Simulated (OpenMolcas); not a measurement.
Relativistic diatomic calculation: FC (part 2 of 2)

The same run, continued: FC. Method: SA-CASSCF(9,7)/XMS-CASPT2 + RASSI spin-orbit (X2C scalar, AMFI), ANO-RCC-VTZP (OpenMolcas).

### Output (extracts), continued
```
++ Dipole transition strengths (spin-free states):
     for osc. strength at least  1.00000000E-05
      From   To        Osc. strength     Einstein coefficients Ax, Ay, Az (sec-1)    Total A (sec-1)
         1    6       3.02283389E-02  1.51394828E+07  3.33892926E+07  0.00000000E+00  4.85287755E+07
         1    7       3.02794089E-02  3.35588112E+07  1.52163488E+07  0.00000000E+00  4.87751601E+07
         1    8       1.43804926E-02  1.18909442E+07  1.76836397E+07  0.00000000E+00  2.95745839E+07
         1    9       7.55564378E-02  1.23275912E+08  8.28883848E+07  0.00000000E+00  2.06164297E+08
         1   10       5.95796012E-02  6.97113838E+07  1.03668972E+08  0.00000000E+00  1.73380355E+08
         1    3       6.13623024E-03  0.00000000E+00  0.00000000E+00  2.73336084E+07  2.73336084E+07
         2    6       3.02283390E-02  3.33892927E+07  1.51394830E+07  0.00000000E+00  4.85287757E+07
         2    7       3.02794093E-02  1.52163492E+07  3.35588114E+07  0.00000000E+00  4.87751606E+07
         2    8       1.43804920E-02  1.76836386E+07  1.18909441E+07  0.00000000E+00  2.95745826E+07
         2    9       7.55564393E-02  8.28883851E+07  1.23275916E+08  0.00000000E+00  2.06164301E+08
         2   10       5.95796013E-02  1.03668972E+08  6.97113832E+07  0.00000000E+00  1.73380356E+08
         2    4       6.13622901E-03  0.00000000E+00  0.00000000E+00  2.73336037E+07  2.73336037E+07
         5   11       5.01610403E-03  7.71783447E+06  1.74644572E+03  0.00000000E+00  7.71958091E+06
         5   12       5.01610416E-03  1.74648767E+03  7.71783463E+06  0.00000000E+00  7.71958112E+06
         6    3       1.88274002E-03  4.56176459E+05  8.83420957E+05  0.00000000E+00  1.33959742E+06
         6    4       1.88274050E-03  8.83421488E+05  4.56176362E+05  0.00000000E+00  1.33959785E+06
         7    3       1.87796238E-03  8.76712964E+05  4.52711590E+05  0.00000000E+00  1.32942455E+06
         7    4       1.87796187E-03  4.52711715E+05  8.76712578E+05  0.00000000E+00  1.32942429E+06
         8   10       4.94518298E-04  0.00000000E+00  0.00000000E+00  3.65363124E+04  3.65363124E+04
         8    3       3.44956988E-04  5.88114031E+04  9.90509561E+04  0.00000000E+00  1.57862359E+05
         8    4       3.44957083E-04  9.90510015E+04  5.88114150E+04  0.00000000E+00  1.57862416E+05
         9    3       3.93000303E-04  5.19699133E+04  3.07225915E+04  0.00000000E+00  8.26925048E+04
         9    4       3.93000272E-04  3.07225946E+04  5.19699144E+04  0.00000000E+00  8.26925090E+04
        10    3       5.97217939E-05  3.65283322E+03  6.12704319E+03  0.00000000E+00  9.77987640E+03
        10    4       5.97218197E-05  6.12704631E+03  3.65283577E+03  0.00000000E+00  9.77988208E+03
 Electric-quadrupole - electric-quadrupole not included
 Electric-dipole - electric-octupole not included
 Electric-dipole - magnetic-quadrupole not included
   Eigenvalues of complex Hamiltonian:
  (Shifted by EMIN (a.u.) =       -137.7019468943)
 SO State       Relative EMIN(au)   Rel lowest level(eV)    D:o, cm**(-1)      Omega
     1            -0.0001936829        0.0000000000              0.0000         0.5
     2            -0.0001936829        0.0000000000              0.0000         0.5
     3             0.0001924664        0.0105076557             84.7500         1.5
     4             0.0001924664        0.0105076557             84.7500         1.5
     5             0.1297189574        3.5351030325          28512.5288         0.5
     6             0.1297189574        3.5351030325          28512.5288         0.5
     7             0.1297196304        3.5351213457          28512.6765         1.5
     8             0.1297196304        3.5351213457          28512.6765         1.5
     9             0.2235297570        6.0878249348          49101.6195         2.0
    10             0.2235297570        6.0878249348          49101.6195         2.0
    11             0.2239090801        6.0981468425          49184.8713         2.1
    12             0.2239090801        6.0981468425          49184.8713         2.1
    13             0.2529976834        6.8896880619          55569.0818         0.5
    14             0.2529976834        6.8896880619          55569.0818         0.5
    15             0.2914115389        7.9349823210          63999.9486         0.5
    16             0.2914115389        7.9349823210          63999.9486         0.5
    17             0.3009520773        8.1945935953          66093.8547         0.5
    18             0.3009520773        8.1945935953          66093.8547         0.5
    19             0.3479472600        9.4733976633          76408.1051         2.5
    20             0.3479472600        9.4733976633          76408.1051         2.5
    21             0.3483561613        9.4845244366          76497.8486         1.5
    22             0.3483561613        9.4845244366          76497.8486         1.5
    23             0.3487759825        9.4959483518          76589.9887         0.5
    24             0.3487759825        9.4959483518          76589.9887         0.5
    25             0.3492079119        9.5077017493          76684.7862         0.5
    26             0.3492079119        9.5077017493          76684.7862         0.5
    27             0.3721522138       10.1320480125          81720.4784         0.5
    28             0.3721522138       10.1320480125          81720.4784         0.5
    29             0.3725541132       10.1429842501          81808.6851         1.5
    30             0.3725541132       10.1429842501          81808.6851         1.5
 Weights of the five most important spin-orbit-free states for each spin-orbit state.
 SO State  Total energy (au)           Spin-free states, spin, and weights
    1        -0.000194       2 0.5  0.5000    1 0.5  0.5000   10 0.5  0.0000    5 1.5  0.0000   12 1.5  0.0000
    2        -0.000194       2 0.5  0.5000    1 0.5  0.5000   10 0.5  0.0000    5 1.5  0.0000   12 1.5  0.0000
    3         0.000192       1 0.5  0.5000    2 0.5  0.5000    5 1.5  0.0000    6 0.5  0.0000    7 0.5  0.0000
    4         0.000192       1 0.5  0.5000    2 0.5  0.5000    5 1.5  0.0000    6 0.5  0.0000    7 0.5  0.0000
    5         0.129719       5 1.5  1.0000    8 0.5  0.0000   10 0.5  0.0000   12 1.5  0.0000   11 1.5  0.0000
    6         0.129719       5 1.5  1.0000    8 0.5  0.0000   10 0.5  0.0000   12 1.5  0.0000   11 1.5  0.0000
    7         0.129720       5 1.5  1.0000    2 0.5  0.0000    1 0.5  0.0000    3 0.5  0.0000    4 0.5  0.0000
    8         0.129720       5 1.5  1.0000    2 0.5  0.0000    1 0.5  0.0000    4 0.5  0.0000    3 0.5  0.0000
    9         0.223530       6 0.5  0.9978    7 0.5  0.0022    4 0.5  0.0000    3 0.5  0.0000    1 0.5  0.0000
   10         0.223530       6 0.5  0.9978    7 0.5  0.0022    4 0.5  0.0000    3 0.5  0.0000    1 0.5  0.0000
   11         0.223909       7 0.5  0.9978    6 0.5  0.0022    3 0.5  0.0000    4 0.5  0.0000    2 0.5  0.0000
   12         0.223909       7 0.5  0.9978    6 0.5  0.0022    3 0.5  0.0000    4 0.5  0.0000    2 0.5  0.0000
   13         0.252998       8 0.5  1.0000    9 0.5  0.0000    5 1.5  0.0000    4 0.5  0.0000    3 0.5  0.0000
   14         0.252998       8 0.5  1.0000    9 0.5  0.0000    5 1.5  0.0000    4 0.5  0.0000    3 0.5  0.0000
   15         0.291412       9 0.5  0.9998   10 0.5  0.0001   11 1.5  0.0000   12 1.5  0.0000    8 0.5  0.0000
   16         0.291412       9 0.5  0.9998   10 0.5  0.0001   12 1.5  0.0000   11 1.5  0.0000    8 0.5  0.0000
   17         0.300952      10 0.5  0.9999    9 0.5  0.0001    4 0.5  0.0000    3 0.5  0.0000    5 1.5  0.0000
   18         0.300952      10 0.5  0.9999    9 0.5  0.0001    4 0.5  0.0000    3 0.5  0.0000    5 1.5  0.0000
   19         0.347947      12 1.5  0.5000   11 1.5  0.5000    7 0.5  0.0000    6 0.5  0.0000    3 0.5  0.0000
   20         0.347947      12 1.5  0.5000   11 1.5  0.5000    7 0.5  0.0000    6 0.5  0.0000    3 0.5  0.0000
   21         0.348356      11 1.5  0.4998   12 1.5  0.4998    3 0.5  0.0002    4 0.5  0.0002    5 1.5  0.0000
   22         0.348356      11 1.5  0.4998   12 1.5  0.4998    3 0.5  0.0002    4 0.5  0.0002    5 1.5  0.0000
   23         0.348776      12 1.5  0.4998   11 1.5  0.4998    3 0.5  0.0002    4 0.5  0.0002    9 0.5  0.0000
   24         0.348776      12 1.5  0.4998   11 1.5  0.4998    3 0.5  0.0002    4 0.5  0.0002    9 0.5  0.0000
   25         0.349208      11 1.5  0.5000   12 1.5  0.5000    9 0.5  0.0001    5 1.5  0.0000   10 0.5  0.0000
   26         0.349208      11 1.5  0.5000   12 1.5  0.5000    9 0.5  0.0001    5 1.5  0.0000   10 0.5  0.0000
   27         0.372152       3 0.5  0.4998    4 0.5  0.4998   12 1.5  0.0002   11 1.5  0.0002    9 0.5  0.0000
   28         0.372152       3 0.5  0.4998    4 0.5  0.4998   12 1.5  0.0002   11 1.5  0.0002    9 0.5  0.0000
   29         0.372554       4 0.5  0.4998    3 0.5  0.4998   11 1.5  0.0002   12 1.5  0.0002    7 0.5  0.0000
   30         0.372554       4 0.5  0.4998    3 0.5  0.4998   11 1.5  0.0002   12 1.5  0.0002    7 0.5  0.0000
++ Dipole transition strengths (SO states):
        for osc. strength at least   1.00000000E-05
      From   To        Osc. strength     Einstein coefficients Ax, Ay, Az (sec-1)    Total A (sec-1)
         1    9       3.30850321E-02  2.66032946E+07  2.66032947E+07  0.00000000E+00  5.32065892E+07
         1   11       2.74693457E-02  2.21627489E+07  2.21627487E+07  0.00000000E+00  4.43254976E+07
         1   13       1.46351436E-02  1.50721655E+07  1.50721659E+07  0.00000000E+00  3.01443314E+07
         1   15       7.66450467E-02  1.04702143E+08  1.04702145E+08  0.00000000E+00  2.09404287E+08
         1   17       5.82472357E-02  8.48613068E+07  8.48613059E+07  0.00000000E+00  1.69722613E+08
         1   28       6.13612821E-03  0.00000000E+00  0.00000000E+00  2.73337018E+07  2.73337018E+07
         2   10       3.30850321E-02  2.66032946E+07  2.66032947E+07  0.00000000E+00  5.32065892E+07
         2   12       2.74693457E-02  2.21627489E+07  2.21627487E+07  0.00000000E+00  4.43254976E+07
         2   14       1.46351436E-02  1.50721655E+07  1.50721659E+07  0.00000000E+00  3.01443314E+07
         2   16       7.66450467E-02  1.04702143E+08  1.04702145E+08  0.00000000E+00  2.09404287E+08
         2   18       5.82472357E-02  8.48613068E+07  8.48613059E+07  0.00000000E+00  1.69722613E+08
         2   27       6.13612821E-03  0.00000000E+00  0.00000000E+00  2.73337018E+07  2.73337018E+07
         3    9       2.73762082E-02  2.19369714E+07  2.19369714E+07  0.00000000E+00  4.38739428E+07
         3   11       3.30848536E-02  2.66015277E+07  2.66015277E+07  0.00000000E+00  5.32030554E+07
         3   13       1.41280040E-02  1.45055350E+07  1.45055356E+07  0.00000000E+00  2.90110706E+07
         3   15       7.44418981E-02  1.01423350E+08  1.01423352E+08  0.00000000E+00  2.02846702E+08
         3   17       6.09184981E-02  8.85256460E+07  8.85256455E+07  0.00000000E+00  1.77051291E+08
         3   29       6.14026514E-03  0.00000000E+00  0.00000000E+00  2.73544440E+07  2.73544440E+07
         4   10       2.73762082E-02  2.19369714E+07  2.19369714E+07  0.00000000E+00  4.38739428E+07
         4   12       3.30848536E-02  2.66015277E+07  2.66015277E+07  0.00000000E+00  5.32030554E+07
         4   14       1.41280040E-02  1.45055350E+07  1.45055356E+07  0.00000000E+00  2.90110706E+07
         4   16       7.44418981E-02  1.01423350E+08  1.01423352E+08  0.00000000E+00  2.02846702E+08
         4   18       6.09184981E-02  8.85256460E+07  8.85256455E+07  0.00000000E+00  1.77051291E+08
         4   30       6.14026514E-03  0.00000000E+00  0.00000000E+00  2.73544440E+07  2.73544440E+07
         5   21       5.00904706E-03  3.84666287E+06  3.84666293E+06  0.00000000E+00  7.69332580E+06
         5   23       5.01839479E-03  3.86865567E+06  3.86865576E+06  0.00000000E+00  7.73731143E+06
         6   22       5.00904706E-03  3.84666287E+06  3.84666293E+06  0.00000000E+00  7.69332580E+06
         6   24       5.01839479E-03  3.86865568E+06  3.86865575E+06  0.00000000E+00  7.73731143E+06
         7   19       5.00169460E-03  3.82663928E+06  3.82663933E+06  0.00000000E+00  7.65327861E+06
         7   25       5.03048915E-03  3.89326331E+06  3.89326337E+06  0.00000000E+00  7.78652667E+06
         8   20       5.00169460E-03  3.82663928E+06  3.82663933E+06  0.00000000E+00  7.65327861E+06
         8   26       5.03048915E-03  3.89326330E+06  3.89326338E+06  0.00000000E+00  7.78652667E+06
         9   28       2.05588096E-03  7.29535034E+05  7.29540311E+05  0.00000000E+00  1.45907534E+06
         9   29       1.70822623E-03  6.09456743E+05  6.09450837E+05  0.00000000E+00  1.21890758E+06
        10   27       2.05588096E-03  7.29535034E+05  7.29540311E+05  0.00000000E+00  1.45907534E+06
        10   30       1.70822623E-0
```

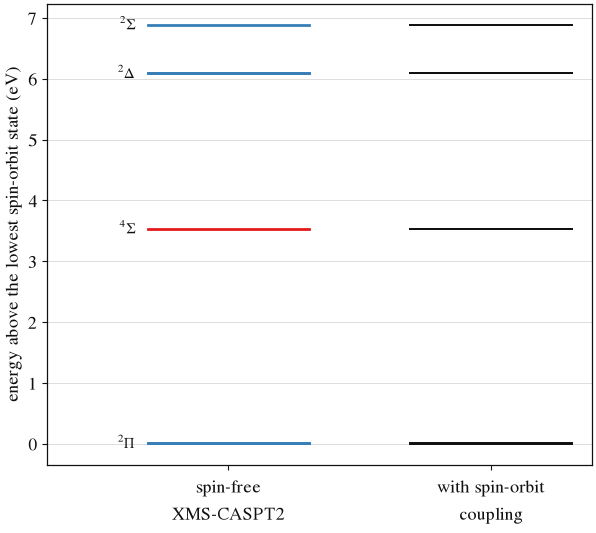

**Figure 2.** States up to 7.4 eV at 1.283 Å, without spin-orbit coupling (left, a colour for each spin multiplicity) and with it (right, where close levels merge). The spin-free states run ²Π (0.00 eV), ⁴Σ (3.53 eV), ²Δ (6.08 eV), ²Σ (6.88 eV) from the lowest. The lowest spin-orbit levels have |Ω| = 1/2 (0 cm⁻¹), 3/2 (85 cm⁻¹), 1/2 (28,513 cm⁻¹), 3/2 (28,513 cm⁻¹), 2.02 (not clean) (49,102 cm⁻¹).

### Key numbers

```
               quantity                                                                 value
                outcome      converged; components of a degenerate state are split by 83 cm⁻¹
 lowest spin-free state                                                                    ²Π
lowest spin-orbit level                                           Ω = 1/2, −137.70214 hartree
             next level                                                      Ω = 3/2, 85 cm⁻¹
               hardware  1 thread of Arm Neoverse V2, 24 GiB of memory available, shared host
              wall time                                                                  13 s
```

### Remarks

Caveats: the two components of ²Δ at 6.09 eV, degenerate in CASSCF as they must be, are split by 83 cm⁻¹ in XMS-CASPT2, an artefact that passes into its spin-orbit levels; 4 of the 30 spin-orbit states have no clean Ω, so their splittings aren't to be trusted.
